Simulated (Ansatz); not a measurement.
Run report: SiN$_{2}$H$_{6}$, single-point calculation

The run: single-point calculation of SiN$_{2}$H$_{6}$. Method and program: RKS PBE0-D4/def2-TZVPP (Ansatz 0.2.0).

The geometry comes from this level: PBE0-D4/def2-TZVP.

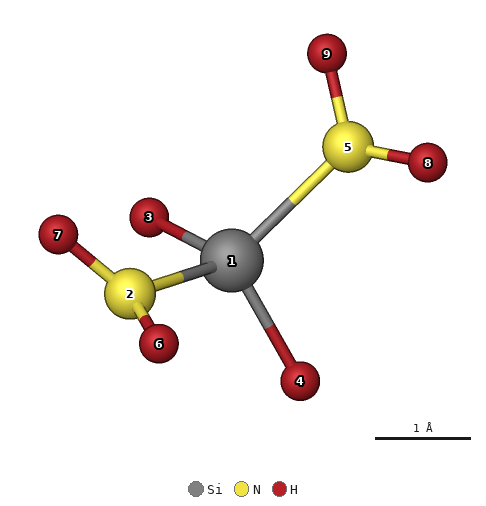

Fig. 1: The structure as given in the input (ball-and-stick view, seen at a tilt; atoms are numbered from 1 in the order of the input).

## Results in brief

- outcome: converged
- total energy: −10951.8633 eV
- mean-field energy: −10951.7502 eV
- dispersion energy: −0.1131 eV
- SCF solution under orbital rotations: stable
- HOMO: −7.03 eV
- LUMO: 0.71 eV
- hardware: 8 threads of Arm Neoverse V2, 23 GiB of memory available, shared host
- wall time: 0.7 s (CPU time 4.5 s)
- peak memory: 0.62 GiB

## Input file
```yaml
crystal:
  periodic: [false, false, false]
  atoms:
    - {symbol: Si, position_ang: [-1.194458, -0.397599, -0.393429]}
    - {symbol: N, position_ang: [-0.133362, -0.061085, 0.914915]}
    - {symbol: H, position_ang: [-0.509732, 0.131649, -1.599162]}
    - {symbol: H, position_ang: [-2.462215, 0.297599, -0.058354]}
    - {symbol: N, position_ang: [-1.651205, -2.003161, -0.799968]}
    - {symbol: H, position_ang: [-0.445276, -0.122130, 1.870266]}
    - {symbol: H, position_ang: [0.856079, -0.233388, 0.843268]}
    - {symbol: H, position_ang: [-2.313270, -2.515623, -0.240628]}
    - {symbol: H, position_ang: [-1.012781, -2.624753, -1.268839]}
basis:
  gaussian: {orbitals: def2-TZVPP}
hamiltonian: {xc: pbe0, dispersion: d4}
output: {orbitals: {seedname: orbitals}}
```

Command:
```bash
ansatz run in.yaml --threads 8 --pin off --events-out ev --progress --plain --max-ram 19148MiB
```

## What the program printed
```
Functional definition: PBE0
  name "PBE0"
  cite "Adamo & Barone, J. Chem. Phys. 110, 6158 (1999) doi:10.1063/1.478522"
  cite "Perdew, Burke & Ernzerhof, Phys. Rev. Lett. 77, 3865 (1996) doi:10.1103/PhysRevLett.77.3865"
  parent pbe
  parameter a = 0.25
  parameter kappa = 0.804
  parameter beta = 0.06672455060314922
  exchange = (1 - a)*pbe_x(kappa = kappa, mu = beta*pi^2/3) + a*exact_x
  correlation = pbe_c(beta = beta)
955 factors; their error is unknown
mean field evaluation 1: about -10940.7763 eV, gradient 7.8e1 eV
mean field evaluation 2: about -10929.2155 eV, gradient 1.0e2 eV
mean field evaluation 4: about -10951.7241 eV, gradient 9.4e-1 eV
mean field evaluation 8: about -10951.7501 eV, gradient 2.2e-1 eV
mean field -10951.75019532 eV, -402.4693963152 hartree, gradient 7.7e-5 eV, S^2 0.000000; 0 other end points of the search recorded, 0 dependent functions left out
reference -10951.75022336 eV, -402.4693973454 hartree; 17, 17 occupied and 171, 171 virtual orbitals, 955 factors
Total energy: -10951.86332192 eV, -402.4735536411 hartree
```

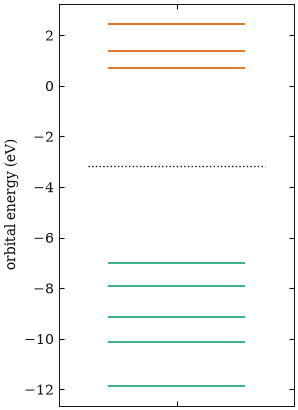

Fig. 2: Orbital energies near the frontier; the dotted line parts filled from empty levels, and levels within 0.02 eV of each other stand side by side. Highest filled −7.03 eV, lowest empty 0.71 eV, 7.74 eV apart.
